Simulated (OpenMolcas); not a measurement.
# CH4OZn (SMILES [CH3][Zn][OH]): a chain of runs

We compute the energy (HF/ANO-RCC-MB), then the energy (CASSCF(2,2)/ANO-RCC-VDZP), then the energy along one coordinate (CASPT2(2,2)/ANO-RCC-VDZP), then the energy along one coordinate (SC-NEVPT2(2,2)/ANO-RCC-VDZP), then an energy scan (MC-PDFT[tPBE](2,2)/ANO-RCC-VDZP) of CH4OZn. 

Program for the calculation: OpenMolcas 26.06.

### 1 Starting point

CH4OZn has 7 atoms, charge 0, and is taken as a singlet. As SMILES, `[CH3][Zn][OH]`. The shape is that of a PBE0-D4/def2-TZVP optimisation.

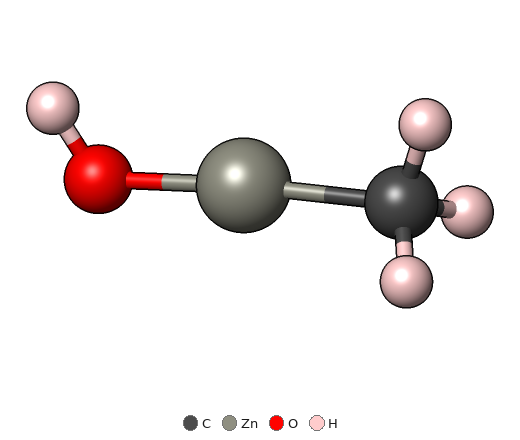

The structure, seen from a chosen angle (carbon dark grey, zinc grey, oxygen red, hydrogen pink).

### 2 A single-point energy at HF/ANO-RCC-MB (DKH2) (run 1)

geom.xyz reads:

```xyz
7

C     -0.984000     0.656300    -0.330100
Zn     0.573500    -0.400800     0.047300
O      2.028700    -1.399800     0.276400
H     -1.755800     0.047700    -0.805700
H     -0.734800     1.481900    -0.999900
H     -1.397000     1.075000     0.590000
H      2.330400    -1.528500     1.176300
```

step1.input reads:

```
&GATEWAY
  Coord=geom.xyz
  Basis=ANO-RCC-MB
  Group=NoSym

&SEWARD

&SCF
  PrOrbitals=0

&LOCALISATION
  Occupied
  Freeze
  Pipek-Mezey

&LOCALISATION
  FileOrb=$Project.LocOrb
  Virtual
  Pipek-Mezey
```

Command:

```console
$ export MOLCAS_MEM=1860
$ pymolcas step1.input > step1.log
```

Output:

```text
--- Start Module: gateway ---
[...]
--- Stop Module: gateway /rc=_RC_ALL_IS_WELL_ ---
[...]
      Basis functions           32
[...]
       Convergence after  10 Iterations
[...]
::    Total SCF energy                              -1909.2551029488
[...]
      Total spin, S                                     0.0000000000
[...]
      Total electronic charge=   48.000000
      Total            charge=   -0.000000
[...]
      Dipole Moment (debye):
      Origin of the operator (angstrom)=    0.5808   -0.4070    0.0359
                   X= -9.0611E-01               Y=  7.5065E-01               Z=  1.2499E+00           Total=  1.7166E+00
      Quadrupole Moment (debye*angstrom):
[...]
--- Start Module: localisation ---
[...]
--- Stop Module: localisation /rc=_RC_ALL_IS_WELL_ ---
--- Start Module: localisation ---
[...]
--- Stop Module: localisation /rc=_RC_ALL_IS_WELL_ ---
[...]
```

Run time: 6.3 s. Hardware: 1 thread of Intel Xeon Platinum 8259CL at 2.50GHz (Skylake/Cascade Lake), shared host; peak memory 0.41 GiB.

### 3 The energy at CASSCF(2,2)/ANO-RCC-VDZP (DKH2, RICD fitting) (run 2)

geom.xyz is that of step 2.

step2.input reads:

```
>>> EXPORT MOLCAS_PRINT=2

&GATEWAY
 COORD = geom.xyz
 BASIS = ANO-RCC-MB
 GROUP = NoSym

&SEWARD

&RASSCF
 FILEORB = $CurrDir/step1.LocOrb
 ALTER = 1
 1 25 27
 SPIN = 1
 NACTEL = 2 0 0
 INACTIVE = 23
 RAS2 = 2
 ORBLISTING = Nothing
>>> COPY $Project.RunFile RUNFIL1
>>> COPY $Project.RasOrb INPORB

&GATEWAY
 COORD = geom.xyz
 BASIS = ANO-RCC-VDZP
 GROUP = NoSym
 RICD

&SEWARD
>>> COPY $Project.RunFile RUNFIL2

&EXPBAS

&RASSCF
 FILEORB = $Project.ExpOrb
 SPIN = 1
 NACTEL = 2 0 0
 INACTIVE = 23
 RAS2 = 2
 ORBLISTING = Nothing
```

Command:

```console
$ export MOLCAS_MEM=1860
$ pymolcas step2.input > step2.log
```

Output:

```text
--- Start Module: gateway ---
[...]
--- Stop Module: gateway /rc=_RC_ALL_IS_WELL_ ---
[...]
      Basis functions           32
[...]
      Number of active orbitals                  2
[...]
      Spin quantum number                      0.0
[...]
      Active orbitals                            2
[...]
      Number of CSFs                             3
[...]
      Number of root(s) required                 1
[...]
      Convergence after 10 iterations
[...]
      printout of CI-coefficients larger than  0.05 for root  1
      energy=   -1909.267263
      conf/sym  11     Coeff  Weight
             1  20   0.99337 0.98679
             3  02  -0.11496 0.01321
      Natural orbitals and occupation numbers for root  1
      sym 1:   1.973570   0.026430
      ************************************************************************************************************************
      *                                                    Final results                                                     *
[...]
::    RASSCF root number  1 Total energy:  -1909.26726315
[...]
      Basis functions           82
[...]
--- Start Module: expbas ---
[...]
--- Stop Module: expbas /rc=_RC_ALL_IS_WELL_ ---
--- Start Module: rasscf ---
[...]
      Convergence after 20 iterations
[...]
      Natural orbitals and occupation numbers for root  1
      sym 1:   1.976107   0.023893
      ************************************************************************************************************************
      *                                                    Final results                                                     *
[...]
::    RASSCF root number  1 Total energy:  -1909.41336521
[...]
      Total electronic charge=   48.000000
      Total            charge=   -0.000000
[...]
      Dipole Moment (debye):
      Origin of the operator (angstrom)=    0.5808   -0.4070    0.0359
                   X= -1.6029E+00               Y=  1.2310E+00               Z=  1.1633E+00           Total=  2.3320E+00
      Quadrupole Moment (debye*angstrom):
[...]
--- Stop Module: rasscf /rc=_RC_ALL_IS_WELL_ ---
[...]
```

Wall time 22 s (1 thread of Intel Xeon Platinum 8259CL at 2.50GHz (Skylake/Cascade Lake), shared host); peak memory 0.41 GiB.

### 4 The energy along one coordinate at CASPT2(2,2)/ANO-RCC-VDZP (DKH2, RICD fitting, ipea shift 0.25 Eh, pt2 variant SS) (run 3)

step3.inp reads:

```
>>> COPY $CurrDir/step2.RasOrb $Project.RasOrb
>>> ForEach K in (1, 2, 3, 4, 5, 6, 7, 8, 9)

&GATEWAY
 Coord=$CurrDir/point$K.xyz
 Basis=ANO-RCC-VDZP
 Group=NoSym
 RICD

&SEWARD

&RASSCF
 FileOrb=$Project.RasOrb
 Spin=1
 Nactel=2 0 0
 Inactive=23
 Ras2=2
 OrbListing=Nothing

&CASPT2
 Imaginary=0.2
 Frozen=7
>>> EndDo
```

Command:

```console
$ export MOLCAS_MEM=1860
$ pymolcas step3.inp > step3.log
```

Output, shortened:

```text
[...]
      Basis functions           82
[...]
      Number of active orbitals                  2
[...]
      Spin quantum number                      0.0
[...]
      Active orbitals                            2
[...]
      Number of CSFs                             3
[...]
      Number of root(s) required                 1
[...]
      Convergence after 11 iterations
[...]
      Natural orbitals and occupation numbers for root  1
      sym 1:   1.983102   0.016898
      ************************************************************************************************************************
      *                                                    Final results                                                     *
[...]
::    RASSCF root number  1 Total energy:  -1909.39178058
[...]
      E2 (Variational):          -0.9597894004
[...]
::    CASPT2 Root  1     Total energy:  -1910.35156998
[...]
      Convergence after 14 iterations
[...]
      Natural orbitals and occupation numbers for root  1
      sym 1:   1.976100   0.023900
      ************************************************************************************************************************
      *                                                    Final results                                                     *
[...]
      Convergence after 13 iterations
[...]
      Natural orbitals and occupation numbers for root  1
      sym 1:   1.681901   0.318099
      ************************************************************************************************************************
      *                                                    Final results                                                     *
[...]
      Convergence after 10 iterations
[...]
      Natural orbitals and occupation numbers for root  1
      sym 1:   1.428021   0.571979
      ************************************************************************************************************************
      *                                                    Final results                                                     *
[...]
      Convergence after  9 iterations
[...]
::    RASSCF root number  1 Total energy:  -1909.31334672
[...]
::    CASPT2 Root  1     Total energy:  -1910.21917326
[...]
      Convergence after  6 iterations
[...]
::    RASSCF root number  1 Total energy:  -1909.31218229
[...]
      E2 (Variational):          -0.9041202437
[...]
::    CASPT2 Root  1     Total energy:  -1910.21630253
[...]
```

It took 2.3 min on 1 thread of Intel Xeon Platinum 8259CL at 2.50GHz (Skylake/Cascade Lake), shared host; peak memory 0.18 GiB.

The scan, from its lowest point:

```
Zn2–C1 (Å)  energy (kJ/mol)
     1.728             23.6
     1.920              0.0
     2.112             30.0
     2.400            106.9
     2.784            207.9
     3.264            296.0
     3.840            348.4
     4.608            371.2
     5.759            378.8
```

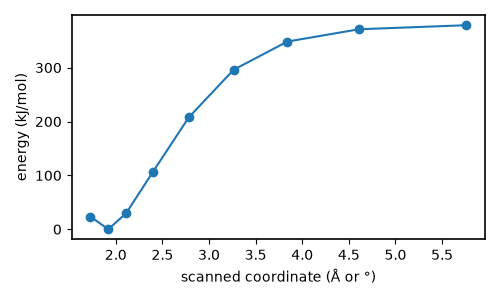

Energy along the scan.

### 5 The energy along one coordinate at SC-NEVPT2(2,2)/ANO-RCC-VDZP (DKH2, RICD fitting, pt2 variant SC-NEVPT2) (run 4)

step4.inp reads:

```
>>> COPY $CurrDir/step2.RasOrb $Project.RasOrb
>>> ForEach K in (1, 2, 3, 4, 5, 6, 7, 8, 9)
&GATEWAY
Coord=$CurrDir/point$K.xyz
Basis=ANO-RCC-VDZP
Group=NoSym
RICD
&SEWARD
&RASSCF
FileOrb=$Project.RasOrb
Spin=1
Nactel=2 0 0
Inactive=23
Ras2=2
OrbListing=Nothing
&CASPT2
SC-NEVPT2
Frozen=7
>>> EndDo
```

Command:

```console
$ export MOLCAS_MEM=1860
$ pymolcas step4.inp > step4.log
```

Output, shortened:

```text
[...]
      Basis functions           82
[...]
      Number of active orbitals                  2
[...]
      Spin quantum number                      0.0
[...]
      Active orbitals                            2
[...]
      Number of CSFs                             3
[...]
      Number of root(s) required                 1
[...]
      Convergence after 11 iterations
[...]
      Natural orbitals and occupation numbers for root  1
      sym 1:   1.983102   0.016898
      ************************************************************************************************************************
      *                                                    Final results                                                     *
[...]
::    RASSCF root number  1 Total energy:  -1909.39178058
[...]
      E2 (Variational):          -0.9535176296
[...]
::    SC-NEVPT2 Root  1     Total energy:  -1910.34517375
[...]
      Convergence after 14 iterations
[...]
      Natural orbitals and occupation numbers for root  1
      sym 1:   1.976100   0.023900
      ************************************************************************************************************************
      *                                                    Final results                                                     *
[...]
      Convergence after 13 iterations
[...]
      Natural orbitals and occupation numbers for root  1
      sym 1:   1.681901   0.318099
      ************************************************************************************************************************
      *                                                    Final results                                                     *
[...]
      Convergence after 10 iterations
[...]
      Natural orbitals and occupation numbers for root  1
      sym 1:   1.428021   0.571979
      ************************************************************************************************************************
      *                                                    Final results                                                     *
[...]
      Convergence after  9 iterations
[...]
::    RASSCF root number  1 Total energy:  -1909.31334672
[...]
::    SC-NEVPT2 Root  1     Total energy:  -1910.21676059
[...]
      Convergence after  6 iterations
[...]
::    RASSCF root number  1 Total energy:  -1909.31218229
[...]
      E2 (Variational):          -0.9018190239
[...]
::    SC-NEVPT2 Root  1     Total energy:  -1910.21400131
[...]
```

It took 2.2 min on 1 thread of Intel Xeon Platinum 8259CL at 2.50GHz (Skylake/Cascade Lake), shared host; peak memory 0.18 GiB.

The scan, from its lowest point:

```
Zn2–C1 (Å)  energy (kJ/mol)
     1.728             27.6
     1.920              0.0
     2.112             26.1
     2.400             99.6
     2.784            200.1
     3.264            289.8
     3.840            342.5
     4.608            364.7
     5.759            372.0
```

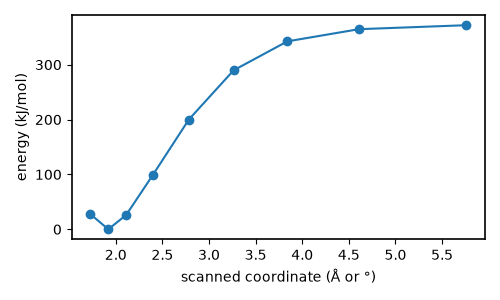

Energy along the scan.

### 6 The energy along one coordinate at MC-PDFT[tPBE](2,2)/ANO-RCC-VDZP (DKH2, RICD fitting) (run 5)

step5.inp reads:

```
>>> COPY $CurrDir/step2.RasOrb $Project.RasOrb
>>> ForEach K in (1, 2, 3, 4, 5, 6, 7, 8, 9)

&GATEWAY
  COORD=$CurrDir/point$K.xyz
  BASIS=ANO-RCC-VDZP
  GROUP=NoSym
  RICD

&SEWARD

&RASSCF
  FILEORB=$Project.RasOrb
  SPIN=1
  NACTEL=2 0 0
  INACTIVE=23
  RAS2=2
  ORBLISTING=Nothing

&MCPDFT
  KSDFT=T:PBE
>>> EndDo
```

Command:

```console
$ export MOLCAS_MEM=1860
$ pymolcas step5.inp > step5.log
```

Output, shortened:

```text
--- Start Module: gateway ---
[...]
      Basis functions           82
[...]
      Number of active orbitals                  2
[...]
      Spin quantum number                      0.0
[...]
      Active orbitals                            2
[...]
      Number of CSFs                             3
[...]
      Number of root(s) required                 1
[...]
      Convergence after 11 iterations
[...]
      Natural orbitals and occupation numbers for root  1
      sym 1:   1.983102   0.016898
      ************************************************************************************************************************
      *                                                    Final results                                                     *
[...]
::    RASSCF root number  1 Total energy:  -1909.39178058
[...]
::    MCPDFT root number  1 Total energy:  -1911.30467168
[...]
      Convergence after 14 iterations
[...]
      Natural orbitals and occupation numbers for root  1
      sym 1:   1.976100   0.023900
      ************************************************************************************************************************
      *                                                    Final results                                                     *
[...]
      Convergence after 13 iterations
[...]
      Natural orbitals and occupation numbers for root  1
      sym 1:   1.681901   0.318099
      ************************************************************************************************************************
      *                                                    Final results                                                     *
[...]
      Convergence after 10 iterations
[...]
      Natural orbitals and occupation numbers for root  1
      sym 1:   1.428021   0.571979
      ************************************************************************************************************************
      *                                                    Final results                                                     *
[...]
      Convergence after  9 iterations
[...]
::    RASSCF root number  1 Total energy:  -1909.31334672
[...]
::    MCPDFT root number  1 Total energy:  -1911.17586624
[...]
      Convergence after  6 iterations
[...]
::    RASSCF root number  1 Total energy:  -1909.31218229
[...]
      Total electronic charge=   48.000000
      Total            charge=   -0.000000
[...]
::    MCPDFT root number  1 Total energy:  -1911.17456245
[...]
```

Run time: 2.3 min. Hardware: 1 thread of Intel Xeon Platinum 8259CL at 2.50GHz (Skylake/Cascade Lake), shared host; peak memory 0.18 GiB.

The scan, from its lowest point:

```
Zn2–C1 (Å)  energy (kJ/mol)
     1.728             29.1
     1.920              0.0
     2.112             24.1
     2.400             94.6
     2.784            194.0
     3.264            287.7
     3.840            345.6
     4.608            367.3
     5.759            370.7
```

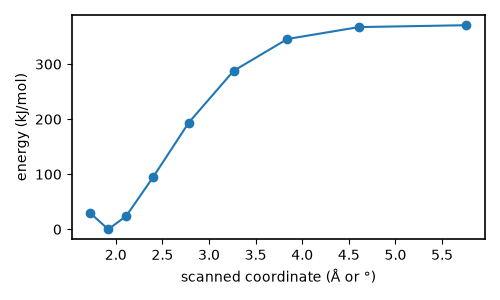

Energy along the scan.

### 7 Results

| quantity | value |
| --- | --- |
| run 1, HF/ANO-RCC-MB: total energy | -1909.25510 Eh |
| run 1, HF/ANO-RCC-MB: dipole moment | 1.72 D |
| run 1, HF/ANO-RCC-MB: HOMO energy | -11.56 eV |
| run 1, HF/ANO-RCC-MB: LUMO energy | 3.10 eV |
| run 1, HF/ANO-RCC-MB: HOMO–LUMO gap | 14.66 eV |
| run 2, CASSCF(2,2)/ANO-RCC-VDZP: total energy | -1909.41337 Eh |
| run 2, CASSCF(2,2)/ANO-RCC-VDZP: dipole moment (CASSCF density) | 2.33 D |
| run 3, CASPT2(2,2)/ANO-RCC-VDZP: lowest energy of the scan | -1910.36057 Eh |
| run 4, SC-NEVPT2(2,2)/ANO-RCC-VDZP: lowest energy of the scan | -1910.35568 Eh |
| run 5, MC-PDFT[tPBE](2,2)/ANO-RCC-VDZP: lowest energy of the scan | -1911.31575 Eh |
